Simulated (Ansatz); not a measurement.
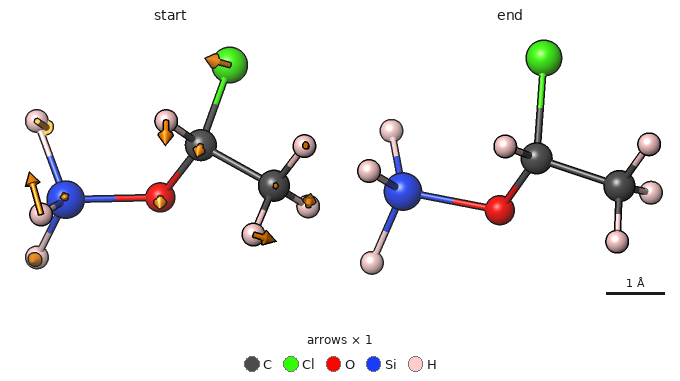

The structure of C2H7ClOSi before (left) and after (right) a relaxation, at one scale. The orange arrows give the displacements, at their true length.

Style: ball-and-stick. Shown at a tilt.

The run prepares the start of a later molecular dynamics calculation, from a guessed geometry.

All numbers below come from UKS PBE0/STO-3G in Ansatz. Set-up: collinear spin; force threshold 0.02 eV/Å; at most 40 steps.

> Summarise the run.

The atom that moves furthest after the best rigid fit is an H atom (0.82 Å). Largest moves by element: H 0.82 Å, Cl 0.59 Å, O 0.32 Å, C 0.30 Å, Si 0.17 Å. Some distances before and after: C–Cl 1.759 → 1.909 Å, O–Si 1.653 → 1.734 Å, C–O 1.470 → 1.400 Å, H–Si 1.512 → 1.445 Å. Bond angles that change, for instance: Cl–C–O 107.2° → 112.5°, O–Si–H 108.6° → 104.3°, H–C–H 113.7° → 109.4°. Groups turn about C–O by about 35°. Over 9 geometry steps the energy falls by 0.695 eV. Largest force component: 3.4 eV/Å at the start, 0.01 eV/Å at the end.

Limits of the set-up: STO-3G is a minimal basis, so the numbers are rough.
